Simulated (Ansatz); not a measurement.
# BH3S: interaction energy of a dimer with the counterpoise correction, by script

How strongly do two molecules of BH3S bind, and how much of that is basis error? A script is to give the interaction energy of a dimer with the counterpoise correction; the system is BH3S.

Program: Ansatz 0.2.0 through its Python package. Level of theory: Hartree-Fock/cc-pVDZ. These are calculated values, not measurements.

## Step 1: The structure

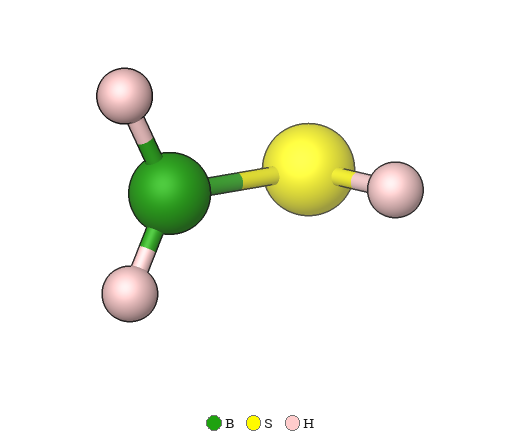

The starting structure, viewed from a chosen angle; boron green, sulfur yellow, hydrogen pink.

The script holds or builds the structure itself.

## Step 2: Script

bh3s.py reads:

```python
'''Binding of a BH3S dimer at a trial geometry.'''

import ansatz as az

FIRST = [
    ('B', (-0.3426, -0.502, -0.0063)),
    ('S', (0.315, 1.1329, -0.7251)),
    ('H', (-1.3493, -0.4157, 0.7007)),
    ('H', (0.1657, -1.4856, -0.3078)),
    ('H', (1.2111, 1.2702, 0.3387)),
]
SECOND = [
    ('B', (0.8517, -4.2635, -1.1283)),
    ('S', (-0.1766, -5.6684, -1.8971)),
    ('H', (1.8764, -4.6063, -0.534)),
    ('H', (0.5264, -3.1771, -1.3034)),
    ('H', (-0.9899, -5.7292, -0.7621)),
]

def energy(atoms, ghosts=()):
    molecule = az.Crystal.molecule()
    for symbol, xyz in atoms:
        molecule = molecule.atom(symbol, xyz)
    calc = (
        molecule.calculation()
        .basis(gaussian='cc-pVDZ')
        .functional('hf')
    )
    deck = calc.input()
    if ghosts:
        deck = deck.set(az.key.basis.gaussian.ghost_atoms, [{'symbol': s, 'position_ang': list(xyz)} for s, xyz in ghosts])
    return az.Session.from_dict(deck).plan().execute().report['free_energy_ev']


def main() -> None:
    # ghost atoms carry the functions of the partner
    both = energy(FIRST + SECOND)
    alone = energy(FIRST) + energy(SECOND)
    ghosted = energy(FIRST, SECOND) + energy(SECOND, FIRST)
    print(f'dimer {both:.6f} eV')
    print(f'interaction, uncorrected   {(both - alone):8.3f} eV')
    print(f'interaction, counterpoise  {(both - ghosted):8.3f} eV')
    print(f'basis-set superposition    {(alone - ghosted):8.3f} eV')


if __name__ == '__main__':
    main()
```

## Step 3: What the engine is handed

The package turns the script's settings into the engine's input (first run):

```yaml
crystal:
  periodic: [false, false, false]
  atoms:
    - { symbol: B, position_ang: [-0.3426, -0.502, -0.0063] }
    - { symbol: S, position_ang: [0.315, 1.1329, -0.7251] }
    - { symbol: H, position_ang: [-1.3493, -0.4157, 0.7007] }
    - { symbol: H, position_ang: [0.1657, -1.4856, -0.3078] }
    - { symbol: H, position_ang: [1.2111, 1.2702, 0.3387] }
    - { symbol: B, position_ang: [0.8517, -4.2635, -1.1283] }
    - { symbol: S, position_ang: [-0.1766, -5.6684, -1.8971] }
    - { symbol: H, position_ang: [1.8764, -4.6063, -0.534] }
    - { symbol: H, position_ang: [0.5264, -3.1771, -1.3034] }
    - { symbol: H, position_ang: [-0.9899, -5.7292, -0.7621] }
basis:
  gaussian:
    orbitals: cc-pVDZ
hamiltonian:
  xc: hf
```

## Step 4: Launch

Run with:

```sh
$ python bh3s.py
```

Log:

```text
dimer -23072.161936 eV
interaction, uncorrected      0.101 eV
interaction, counterpoise     0.102 eV
basis-set superposition       0.001 eV
```

It took 3.2 s on 1 thread of AMD EPYC 7R43 (Zen 3), shared host; peak memory 0.21 GiB.

## Step 5: What changed from run to run

The engine's inputs for some of the other runs:

Run 3, against run 1:

```diff
@@ -4,5 +3,0 @@
-    - { symbol: B, position_ang: [-0.3426, -0.502, -0.0063] }
-    - { symbol: S, position_ang: [0.315, 1.1329, -0.7251] }
-    - { symbol: H, position_ang: [-1.3493, -0.4157, 0.7007] }
-    - { symbol: H, position_ang: [0.1657, -1.4856, -0.3078] }
-    - { symbol: H, position_ang: [1.2111, 1.2702, 0.3387] }
```

Run 4, against run 1:

```diff
@@ -9,5 +8,0 @@
-    - { symbol: B, position_ang: [0.8517, -4.2635, -1.1283] }
-    - { symbol: S, position_ang: [-0.1766, -5.6684, -1.8971] }
-    - { symbol: H, position_ang: [1.8764, -4.6063, -0.534] }
-    - { symbol: H, position_ang: [0.5264, -3.1771, -1.3034] }
-    - { symbol: H, position_ang: [-0.9899, -5.7292, -0.7621] }
@@ -16,0 +12,6 @@
+    ghost_atoms:
+      - { symbol: B, position_ang: [0.8517, -4.2635, -1.1283] }
+      - { symbol: S, position_ang: [-0.1766, -5.6684, -1.8971] }
+      - { symbol: H, position_ang: [1.8764, -4.6063, -0.534] }
+      - { symbol: H, position_ang: [0.5264, -3.1771, -1.3034] }
+      - { symbol: H, position_ang: [-0.9899, -5.7292, -0.7621] }
```

Run 5, against run 1:

```diff
@@ -4,5 +3,0 @@
-    - { symbol: B, position_ang: [-0.3426, -0.502, -0.0063] }
-    - { symbol: S, position_ang: [0.315, 1.1329, -0.7251] }
-    - { symbol: H, position_ang: [-1.3493, -0.4157, 0.7007] }
-    - { symbol: H, position_ang: [0.1657, -1.4856, -0.3078] }
-    - { symbol: H, position_ang: [1.2111, 1.2702, 0.3387] }
@@ -16,0 +12,6 @@
+    ghost_atoms:
+      - { symbol: B, position_ang: [-0.3426, -0.502, -0.0063] }
+      - { symbol: S, position_ang: [0.315, 1.1329, -0.7251] }
+      - { symbol: H, position_ang: [-1.3493, -0.4157, 0.7007] }
+      - { symbol: H, position_ang: [0.1657, -1.4856, -0.3078] }
+      - { symbol: H, position_ang: [1.2111, 1.2702, 0.3387] }
```

## Step 6: The runs side by side

From the records of these 5 runs:

```csv
run,system,ghost atoms,energy (eV),SCF cycles,CPU time (s)
1,B2H6S2,not set,-23072.1619,12,1.1
2,BH3S,not set,-11536.1314,11,0.24
3,BH3S,not set,-11536.1315,11,0.21
4,BH3S,a list of 5,-11536.1324,12,0.46
5,BH3S,a list of 5,-11536.1319,12,0.51
```

Totals carry meaning only in balanced differences at one level of theory.

## Step 7: Outcome

| quantity | value |
| --- | --- |
| interaction energy, uncorrected | 0.101 eV |
| interaction energy, counterpoise | 0.102 eV |
| runs compared | 5 |

**Reading.** The pair is unbound at this geometry and level. Uncorrected it is 0.101 eV, with the counterpoise correction 0.102 eV; the difference, 0.00 eV, is the superposition error. The pose is repulsive. What to keep in mind:
- The dimer is a generated trial pose of unrelaxed monomers, not a minimum, so the figure is no binding energy, and the basis set is small.
- This level lacks the dispersion part of the attraction (electrostatics and induction are there), which can decide the sign where the interaction is weak.
